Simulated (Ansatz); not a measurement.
# Ta2Ni: one cell, many SCF starts, part 2 of 2

How much does the result for Ta2Ni depend on the starting moments? The same cell is run from several starts. The cell (6 atoms) is Ta₂Ni in the deposited crystal structure (space group I4/mcm). Source: COD entry 1522296; the sample's temperature and pressure aren't taken into account.

Ansatz 0.2.0; DFT PBEsol+U, PAW, plane waves, scalar-relativistic; U − J = 5 eV on Ni d. Earlier steps stand in the parts before.

### 4 No spin polarisation

input.yaml

```yaml
crystal:
  lattice:
    - [-3.108, 3.108, 2.436]
    - [3.108, -3.108, 2.436]
    - [3.108, 3.108, -2.436]
  atoms:
    - { symbol: Ta, position: [0.158, 0.658, 0.816] }
    - { symbol: Ta, position: [0.658, 0.842, 0.5] }
    - { symbol: Ta, position: [0.842, 0.342, 0.184] }
    - { symbol: Ta, position: [0.342, 0.158, 0.5] }
    - { symbol: Ni, position: [0.75, 0.75, 0.0] }
    - { symbol: Ni, position: [0.25, 0.25, 0.0] }
hamiltonian:
  xc: pbesol
  pseudopotentials: { kind: paw }
  hubbard: { sites: [{ species: Ni, l: d, u_eff: 5.0 }] }
basis:
  ecutwfc: 420
kpoints:
  mp_grid: { grid: [6, 6, 6] }
scf:
  occupations: { method: fermi_dirac, width: 0.1 }
  lower_state_search: "off"
output:
  forces: true
  stress: true
```

The program printed:

```text
[... 11 lines as in an earlier run ...]
Bands: 53, of which v1, the nominal top of the filled ones, is band 44 counted from 1 (43 counted from 0)
[... 10 lines as in an earlier run ...]
Initial density: superposition of atomic densities (chi_scale 0.1, normalization cell, long waves kept (reshape's long-wave potential 0.00 eV rms))
[... 2 lines as in an earlier run ...]
SCF iter   1: F=—  HF=-50832.689465 eV  |F-HF|=—  |Δ(HF+E_count)|=         —  Δρ=6.98e-2  dr2=3.07e0  ethr=3.10e-3  ⟨swp⟩=5.1  Hψ=5147  notcnv=0
preconditioner: auto → Kerker (q_TF=auto, 2.698 Å⁻¹)  [metal: Δε(μ)=0.028 eV  Ē_g=4.996 eV  σ=0.100 eV  W_gap=0.07  n_scr=34 (ndim 8)  ℏωp=24.2 eV  f_vac=0.000  D(μ)=5.24/eV (n_scr^D=46)]
SCF iter   2: F=—  HF=-50832.959175 eV  |F-HF|=—  |Δ(HF+E_count)|=   2.70e-1  Δρ=1.00e-1  dr2=8.21e0  ethr=3.10e-3  ⟨swp⟩=2.0  Hψ=3118  notcnv=0  defer=1  recentre
SCF iter   3: F=—  HF=-50832.426043 eV  |F-HF|=—  |Δ(HF+E_count)|=   5.33e-1  Δρ=4.19e-2  dr2=1.13e0  ethr=3.10e-3  ⟨swp⟩=2.3  Hψ=2644  notcnv=0  defer=1
SCF iter   4: F=—  HF=-50832.297559 eV  |F-HF|=—  |Δ(HF+E_count)|=   1.28e-1  Δρ=1.76e-2  dr2=3.26e-1  ethr=1.28e-3  ⟨swp⟩=2.8  Hψ=2449  notcnv=0
[... 3 lines left out ...]
SCF iter   8: F=—  HF=-50832.243053 eV  |F-HF|=—  |Δ(HF+E_count)|=   1.15e-5  Δρ=1.02e-4  dr2=6.90e-6  ethr=4.78e-7  ⟨swp⟩=1.9  Hψ=1926  notcnv=0
SCF iter   9: F=—  HF=-50832.243059 eV  |F-HF|=—  |Δ(HF+E_count)|=   5.76e-6  Δρ=2.74e-5  dr2=6.13e-7  ethr=7.84e-9  ⟨swp⟩=2.1  Hψ=2278  notcnv=0
SCF iter  10: F=-50832.243059 eV  HF=-50832.243059 eV  |F-HF|=1.67e-8  |Δ(HF+E_count)|=   4.07e-8  Δρ=4.67e-6  dr2=2.04e-8  ethr=1.14e-10  ⟨swp⟩=4.0  Hψ=5729  notcnv=0
the last iteration of the SCF fills more bands at one k-point than at another: 42 at k=15 and 45 at k=4 (a band counts as filled where it holds over half of its capacity, the bands of one level by their mean; [...]
SCF 1 converged in 10 iterations: F = -50832.243059 eV  dr2 = 2.04e-8
SCF converged after 10 iterations
Free energy (F): -50832.243059 eV
Harris-Foulkes:  -50832.243059 eV  (|F-HF|=1.67e-8)
Internal energy: -50832.050332 eV  (E = F + TS)
E sigma→0 (E₀):  -50832.146695 eV
Entropy (-TS):   -0.192726 eV (-32.121 meV/atom)
Fermi energy:    18.504607 eV
[... 31 lines left out: energy terms, forces, stress ...]
Occupation matrices written to <dir>
```

Run time: 16 s. Hardware: 2 threads of an x86-64 CPU, shared host; peak memory 0.57 GiB.

Nothing new: the 10 iterations lead to the state found in step 2 (non-magnetic).

### 5 Spin on, no moments given (the program may seed its own), plain SCF

input.yaml, as its differences from that of step 4:

```diff
@@ -26 +26,3 @@
   stress: true
+magnetization:
+  spin_polarized: true
```

The program printed:

```text
[... 2 lines as in an earlier run ...]
band count auto-derived: 58 (N_el = 88.0; filled up to band 44; 53 by the electrons, moments and atoms)
[... 9 lines as in an earlier run ...]
Bands: 58, of which v1, the nominal top of the filled ones, is band 44 counted from 1 (43 counted from 0)
[... 13 lines as in an earlier run ...]
SCF iter   1: F=—  HF=-50832.686868 eV  |F-HF|=—  |Δ(HF+E_count)|=         —  Δρ=3.48e-2 (↑3.48e-2 ↓3.48e-2)  dr2=3.06e0  dr2_m=0.00e0  M=0.000 μB ∫|m|=0.000 μB  β_m=0.30  ethr=3.10e-3  ⟨swp⟩=5.0  Hψ=5418  notcnv=0  defer=17
preconditioner: auto → Kerker (q_TF=auto, 2.698 Å⁻¹)  [metal: Δε(μ)=0.028 eV  Ē_g=6.143 eV  σ=0.100 eV  W_gap=0.07  n_scr=34 (ndim 8)  ℏωp=24.2 eV  f_vac=0.000  D(μ)=5.24/eV (n_scr^D=46)]
[... 1 line as in an earlier run ...]
SCF iter   2: F=—  HF=-50832.278417 eV  |F-HF|=—  |Δ(HF+E_count)|=   4.08e-1  Δρ=2.55e-2 (↑2.55e-2 ↓2.55e-2)  dr2=2.81e0  dr2_m=0.00e0  M=0.000 μB ∫|m|=0.000 μB  β_m=0.31  ethr=3.10e-3  ⟨swp⟩=2.0  Hψ=2881  notcnv=0  defer=63
SCF iter   3: F=—  HF=-50825.960877 eV  |F-HF|=—  |Δ(HF+E_count)|=    6.32e0  Δρ=7.16e-2 (↑6.70e-2 ↓7.16e-2)  dr2=3.92e-1  dr2_m=4.04e0  M=8.135 μB ∫|m|=8.135 μB  ethr=3.10e-3  ⟨swp⟩=2.0  Hψ=1970  notcnv=0  defer=63
Mixer restart at iter 3: flushing history
SCF iter   4: F=—  HF=-50830.729993 eV  |F-HF|=—  |Δ(HF+E_count)|=         —  Δρ=5.46e-2 (↑5.46e-2 ↓4.45e-2)  dr2=7.20e-1  dr2_m=1.98e0  M=2.611 μB ∫|m|=2.611 μB  β_m=0.31  ethr=4.46e-4  ⟨swp⟩=3.3  Hψ=6857  notcnv=0  defer=142
SCF iter   5: F=—  HF=-50831.355541 eV  |F-HF|=—  |Δ(HF+E_count)|=   6.26e-1  Δρ=4.08e-2 (↑3.65e-2 ↓4.08e-2)  dr2=7.05e-1  dr2_m=1.17e0  M=2.138 μB ∫|m|=2.138 μB  β_m=0.65  ethr=4.46e-4  ⟨swp⟩=2.3  Hψ=4716  notcnv=0  defer=86
[... 10 lines left out ...]
SCF iter  15: F=—  HF=-50832.243058 eV  |F-HF|=—  |Δ(HF+E_count)|=   5.80e-6  Δρ=1.43e-5 (↑1.43e-5 ↓1.43e-5)  dr2=4.89e-7  dr2_m=0.00e0  M=0.000 μB ∫|m|=0.000 μB  β_m=0.77  ethr=2.06e-8  ⟨swp⟩=2.0  Hψ=2220  notcnv=0  defer=23
SCF iter  16: F=—  HF=-50832.243059 eV  |F-HF|=—  |Δ(HF+E_count)|=   8.74e-8  Δρ=5.61e-6 (↑5.61e-6 ↓5.61e-6)  dr2=1.12e-7  dr2_m=0.00e0  M=0.000 μB ∫|m|=0.000 μB  β_m=0.77  ethr=5.56e-10  ⟨swp⟩=2.0  Hψ=2011  notcnv=0  defer=23
SCF iter  17: F=-50832.243059 eV  HF=-50832.243059 eV  |F-HF|=5.09e-11  |Δ(HF+E_count)|=   8.63e-9  Δρ=4.01e-7 (↑4.01e-7 ↓4.01e-7)  dr2=3.55e-10  dr2_m=0.00e0  M=0.000 μB ∫|m|=0.000 μB  ethr=1.14e-10  ⟨swp⟩=3.1  Hψ=4520  notcnv=0
[... 1 line as in an earlier run ...]
SCF 1 converged in 17 iterations: F = -50832.243059 eV  dr2 = 3.55e-10
SCF converged after 17 iterations
Magnetization: 0.0000 μB (44.0000 up, 44.0000 down)
Absolute magnetization: 0.0000 μB (∫|ρ↑−ρ↓|)
Spin contamination: 0.0000 ħ² per cell (⟨S²⟩ above its minimum at these occupations)
Per-site moments (μB) at R_I (Å): [(0.0, 1.0888305468761794), (0.0, 1.0888305468761794), (0.0, 1.0888305468761792), (0.0, 1.0888305468761794), (0.0, 1.00485), (0.0, 1.00485)]
Free energy (F): -50832.243059 eV
Harris-Foulkes:  -50832.243059 eV  (|F-HF|=5.09e-11)
Internal energy: -50832.050331 eV  (E = F + TS)
E sigma→0 (E₀):  -50832.146695 eV
Entropy (-TS):   -0.192727 eV (-32.121 meV/atom)
Fermi energy:    18.504606 eV
[... 31 lines left out: energy terms, forces, stress ...]
Occupation matrices written to <dir>
```

It took 30 s on 2 threads of an x86-64 CPU, shared host; peak memory 0.66 GiB.

Nothing new: the 17 iterations lead to the state found in step 2 (non-magnetic).

### 6 Parallel moments scaled by 1.5, plain SCF

input.yaml, as its differences from that of step 5:

```diff
@@ -10,4 +10,6 @@
     - { symbol: Ta, position: [0.342, 0.158, 0.5] }
-    - { symbol: Ni, position: [0.75, 0.75, 0.0] }
-    - { symbol: Ni, position: [0.25, 0.25, 0.0] }
+    - { symbol: Ni, position: [0.75, 0.75, 0.0], spin: 3.0 }
+    - { symbol: Ni, position: [0.25, 0.25, 0.0], spin: 3.0 }
+magnetization:
+  spin_polarized: true
 hamiltonian:
@@ -26,3 +28 @@
   stress: true
-magnetization:
-  spin_polarized: true
```

The program printed:

```text
[... 11 lines as in an earlier run ...]
Bands: 57, of which v1, the nominal top of the filled ones, is band 44 counted from 1 (43 counted from 0)
[... 12 lines as in an earlier run ...]
Starting moments: Σ|m| = 6 μB on 2 of 6 sites
[... 2 lines as in an earlier run ...]
SCF iter   1: F=—  HF=-50829.648335 eV  |F-HF|=—  |Δ(HF+E_count)|=         —  Δρ=1.70e-1 (↑1.02e-1 ↓1.70e-1)  dr2=1.21e1  dr2_m=1.52e1  M=1.693 μB ∫|m|=1.940 μB  β_m=0.30  ethr=3.10e-3  ⟨swp⟩=5.6  Hψ=11167  notcnv=0  defer=12
preconditioner: auto → Kerker (q_TF=auto, 2.698 Å⁻¹)  [metal: Δε(μ)=0.008 eV  Ē_g=6.978 eV  σ=0.100 eV  W_gap=0.02  n_scr=34 (ndim 8)  ℏωp=24.2 eV  f_vac=0.000  D(μ)=5.49/eV (n_scr^D=54)]
[... 1 line as in an earlier run ...]
SCF iter   2: F=—  HF=-50830.663211 eV  |F-HF|=—  |Δ(HF+E_count)|=    1.01e0  Δρ=9.55e-2 (↑9.55e-2 ↓9.11e-2)  dr2=3.25e0  dr2_m=7.07e0  M=1.566 μB ∫|m|=2.062 μB  β_m=0.30  ethr=3.10e-3  ⟨swp⟩=2.6  Hψ=5734  notcnv=0  defer=104
SCF iter   3: F=—  HF=-50831.074029 eV  |F-HF|=—  |Δ(HF+E_count)|=   4.11e-1  Δρ=9.02e-2 (↑6.58e-2 ↓9.02e-2)  dr2=2.60e0  dr2_m=5.07e0  M=1.247 μB ∫|m|=1.701 μB  β_m=0.30  ethr=3.10e-3  ⟨swp⟩=2.0  Hψ=4703  notcnv=0  defer=104
SCF iter   4: F=—  HF=-50831.393381 eV  |F-HF|=—  |Δ(HF+E_count)|=   3.19e-1  Δρ=6.96e-2 (↑6.96e-2 ↓2.09e-2)  dr2=2.01e0  dr2_m=1.70e0  M=1.329 μB ∫|m|=2.069 μB  β_m=0.30  ethr=2.95e-3  ⟨swp⟩=3.0  Hψ=5800  notcnv=0  defer=98
SCF iter   5: F=—  HF=-50831.557886 eV  |F-HF|=—  |Δ(HF+E_count)|=   1.65e-1  Δρ=6.14e-2 (↑3.80e-2 ↓6.14e-2)  dr2=5.56e-1  dr2_m=2.12e0  M=0.948 μB ∫|m|=1.507 μB  β_m=0.30  ethr=2.28e-3  ⟨swp⟩=2.2  Hψ=4799  notcnv=0  defer=93
[... 2 lines left out ...]
SCF iter   8: F=—  HF=-50832.010379 eV  |F-HF|=—  |Δ(HF+E_count)|=   9.73e-2  Δρ=3.23e-2 (↑2.21e-2 ↓3.23e-2)  dr2=9.85e-2  dr2_m=6.37e-1  M=0.607 μB ∫|m|=1.132 μB  β_m=0.30  ethr=1.07e-4  ⟨swp⟩=1.1  Hψ=3335  notcnv=0  defer=92
SCF iter   9: F=—  HF=-50832.069552 eV  |F-HF|=—  |Δ(HF+E_count)|=   5.92e-2  Δρ=2.38e-2 (↑2.38e-2 ↓1.91e-2)  dr2=1.97e-2  dr2_m=3.97e-1  M=0.546 μB ∫|m|=1.074 μB  β_m=0.30  ethr=1.07e-4  ⟨swp⟩=2.0  Hψ=4700  notcnv=0  defer=92
SCF iter  10: F=—  HF=-50832.110954 eV  |F-HF|=—  |Δ(HF+E_count)|=   4.14e-2  Δρ=2.12e-2 (↑1.71e-2 ↓2.12e-2)  dr2=1.58e-2  dr2_m=3.16e-1  M=0.466 μB ∫|m|=0.953 μB  β_m=0.30  ethr=2.24e-5  ⟨swp⟩=1.5  Hψ=4434  notcnv=0  defer=93
Mixer restart at iter 10: flushing history
spin-set hold released at iteration 10 (site moments contracting): the magnetisation degrees of freedom join the quasi-Newton model from the next iteration; the mixer history was flushed
SCF iter  11: F=—  HF=-50832.141834 eV  |F-HF|=—  |Δ(HF+E_count)|=   3.09e-2  Δρ=1.66e-2 (↑1.66e-2 ↓1.56e-2)  dr2=6.59e-4  dr2_m=2.23e-1  M=0.411 μB ∫|m|=0.878 μB  β_m=0.55  ethr=1.80e-5  ⟨swp⟩=1.6  Hψ=4302  notcnv=0  defer=90
SCF iter  12: F=—  HF=-50832.302967 eV  |F-HF|=—  |Δ(HF+E_count)|=   1.61e-1  Δρ=2.73e-2 (↑9.74e-3 ↓2.73e-2)  dr2=9.42e-1  dr2_m=6.75e-2  M=0.209 μB ∫|m|=0.514 μB  β_m=0.65  ethr=7.49e-7  ⟨swp⟩=3.5  Hψ=9098  notcnv=0  defer=90
SCF iter  13: F=—  HF=-50832.232565 eV  |F-HF|=—  |Δ(HF+E_count)|=   7.04e-2  Δρ=3.38e-3 (↑3.38e-3 ↓1.05e-3)  dr2=5.70e-3  dr2_m=3.60e-3  M=0.078 μB ∫|m|=0.322 μB  β_m=0.82  ethr=7.49e-7  ⟨swp⟩=3.5  Hψ=9590  notcnv=0  defer=89
SCF iter  14: F=—  HF=-50832.238520 eV  |F-HF|=—  |Δ(HF+E_count)|=   5.96e-3  Δρ=2.21e-3 (↑2.21e-3 ↓9.04e-4)  dr2=4.25e-3  dr2_m=1.24e-3  M=0.050 μB ∫|m|=0.209 μB  β_m=0.91  ethr=7.49e-7  ⟨swp⟩=2.2  Hψ=5781  notcnv=0  defer=90
[... 4 lines left out ...]
SCF iter  19: F=—  HF=-50832.243058 eV  |F-HF|=—  |Δ(HF+E_count)|=   5.62e-7  Δρ=1.58e-5 (↑4.77e-6 ↓1.58e-5)  dr2=1.11e-7  dr2_m=8.56e-8  M=-0.000 μB ∫|m|=0.001 μB  β_m=0.96  ethr=1.29e-8  ⟨swp⟩=1.4  Hψ=3458  notcnv=0  defer=90
iter 20 did not close the SCF: its close was put off for a magnetic moment that had not settled (scf_convergence_deferred on its scf_iter line)
SCF iter  20: F=-50832.243059 eV  HF=-50832.243059 eV  |F-HF|=1.27e-9  |Δ(HF+E_count)|=   1.24e-7  Δρ=2.67e-6 (↑2.67e-6 ↓1.13e-6)  dr2=4.08e-9  dr2_m=2.34e-9  M=0.000 μB ∫|m|=0.000 μB  β_m=0.98  ethr=1.14e-10  ⟨swp⟩=4.0  Hψ=10376  notcnv=0
SCF iter  21: F=-50832.243059 eV  HF=-50832.243059 eV  |F-HF|=1.47e-9  |Δ(HF+E_count)|=   4.34e-9  Δρ=8.82e-7 (↑8.82e-7 ↓6.80e-7)  dr2=1.61e-9  dr2_m=6.72e-11  M=0.000 μB ∫|m|=0.000 μB  ethr=4.64e-12  ⟨swp⟩=2.0  Hψ=8619  notcnv=0
WARN: the starting moments were not kept: the SCF closed with an absolute magnetisation of 4.8e-5 μB, where they sum to 6 μB in size (2 sites). That is at most 0.1 of that sum. Measured as dr2_m measures the in/out step, that magnetisation stands 4.0e-10 eV from none, at or under the dr2_threshold of 1.0e-7 eV: it is no larger than a step whose dr2_m would equal this threshold. The system may hold no moment; this SCF shows only that its start led to no more than that. To try another start: raise the starting moments (crystal.atoms[].spin, magnetization.per_species, magnetization.initial_magnetization, or on a non-collinear deck that types none of these the spinor_matrix: blocks that start its atoms; where the total moment is fixed, keep their sum and leave initial_magnetization as it is; typed ones take the place of any that the run laid by itself, positive ones on a crystal's lanthanoids without a Hubbard term where scf.initial_density.shell_occupations: [] is typed) or, if the notice of its spin-set hold's release reads "site moments contracting" or "site moments show no strong build", lengthen the hold (scf.mixing.spin_hold: { on: { confirm: 4 } }; for m-r²SCAN on two components see the key's manual first). Each may lead to a state that holds a moment. A second SCF, from the converged charge density, with the starting moments and any scf.initial_density.shell_occupations laid on it anew, would have followed, and was not run: the deck does not ask for one (magnetization.retry_lost_moments is false, the default). To let it run, set magnetization.retry_lost_moments: true and run the deck again, where that key's refused combinations let it; where memory then withholds it, that run's warning says so.
[... 1 line as in an earlier run ...]
SCF 1 converged in 21 iterations: F = -50832.243059 eV  dr2 = 1.61e-9
SCF converged after 21 iterations
Magnetization: 0.0000 μB (44.0000 up, 44.0000 down)
Absolute magnetization: 0.0000 μB (∫|ρ↑−ρ↓|, with the PAW one-centre terms)
Spin contamination: 0.0000 ħ² per cell (⟨S²⟩ above its minimum at these occupations)
Per-site moments (μB) at R_I (Å): [(3.785259062721071e-6, 1.0888305468761794), (3.785259062187513e-6, 1.0888305468761794), (3.785259062392657e-6, 1.0888305468761792), (3.785259062579909e-6, 1.0888305468761794), (-6.542797959200391e-6, 1.00485), (-6.542797959414464e-6, 1.00485)]
Free energy (F): -50832.243059 eV
Harris-Foulkes:  -50832.243059 eV  (|F-HF|=1.47e-9)
Internal energy: -50832.050331 eV  (E = F + TS)
E sigma→0 (E₀):  -50832.146695 eV
Entropy (-TS):   -0.192728 eV (-32.121 meV/atom)
Fermi energy:    18.504605 eV
[... 31 lines left out: energy terms, forces, stress ...]
Occupation matrices written to <dir>
```

Wall time 47 s (2 threads of an x86-64 CPU, shared host); peak memory 0.66 GiB.

The run ends in the same state as step 2 (non-magnetic); it took 21 iterations.

### 7 Comparing the starts

```csv
step,iterations,state,moments of Ni5 Ni6 (μB),total (μB),gap (eV),pressure (GPa),above lowest (meV/atom)
2,17,1,0.00 0.00,0.00,none,-6.3,0.0
3,15,1,0.00 0.00,0.00,none,-6.3,0.0
4,10,1,0.00 0.00,0.00,none,-6.3,0.0
5,17,1,0.00 0.00,0.00,none,-6.3,0.0
6,21,1,0.00 0.00,0.00,none,-6.3,0.0
```

States are numbered from the lowest. Starts by step: 2 parallel moments, plain SCF; 3 opposed moments +-, plain SCF; 4 no spin polarisation; 5 spin on, no moments given (the program may seed its own), plain SCF; 6 parallel moments scaled by 1.5, plain SCF.

The 5 runs of this session took 3.1 min in all, from 16 s to 49 s each.

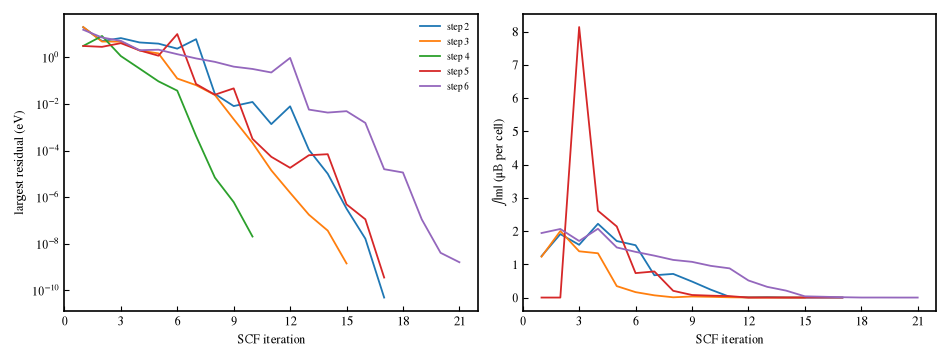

Residual and absolute moment along the iterations.

### 8 What came out

The summary covers parts 1 to 2.

| quantity | value |
| --- | --- |
| distinct states | 1 from 5 converged runs |
| lowest state | non-magnetic |
| total moment | 0.00 μB per cell |
| gap on the k-mesh | none |
| pressure | -6.3 GPa |
| largest force | 0.046 eV/Å |

In words: Distinct end states: 1, from 5 converged runs. Spin polarisation gains nothing here: every starting moment dies out. A lower state than any found can't be excluded.
